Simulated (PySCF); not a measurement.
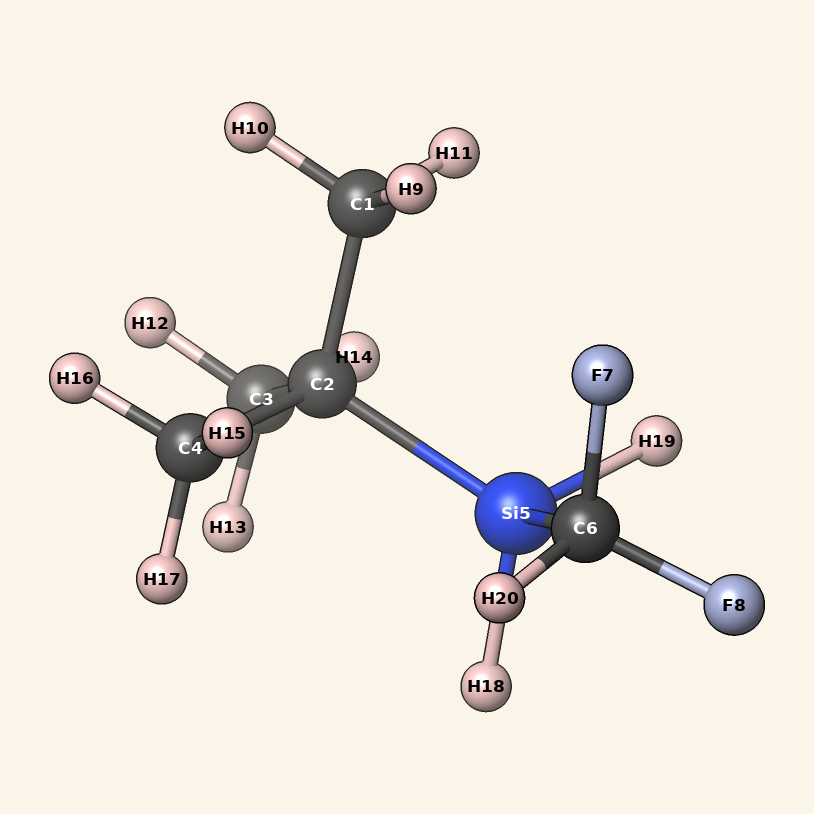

Si5 lies behind C6. The molecule seen a little off the C6–Si5 bond, C6 in front. Atoms fade into the background with distance from the viewer. The geometry was computed by an optimisation with PBE0-D3(BJ)/def2-SVP. No frequency run is at hand to confirm it as a minimum.

What is the torsion angle F7–C6–Si5–C2? The sign is positive where the front bond must turn clockwise to cover the back bond.

Answer. −54°, synclinal (gauche). The bonds about C6–Si5 are staggered.
